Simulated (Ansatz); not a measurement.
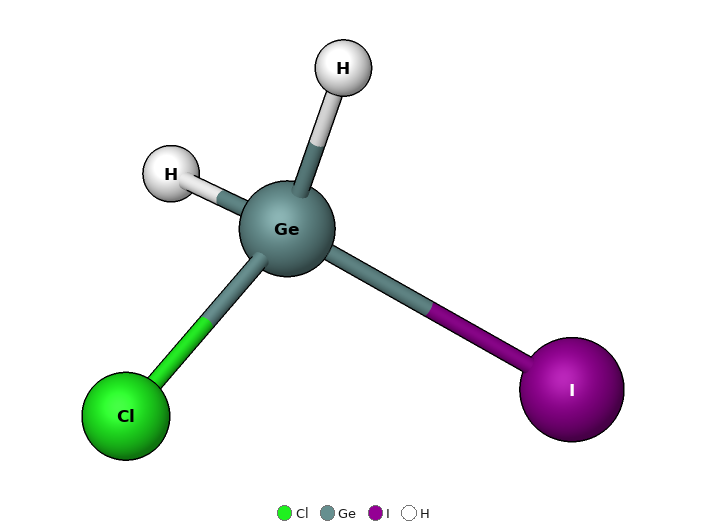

Harmonic vibrations computed with RKS PBE0-D4/def2-TZVP, core potentials on I (Ansatz 0.2.0) at a stationary point of the same level.

**Minimum or transition state?**

A minimum: no imaginary frequency, and the lowest mode lies at 111 cm⁻¹.

**List the wavenumbers.**

9 modes: 111, 258, 429, 476, 634, 752, 846, 2180, 2196 cm⁻¹.
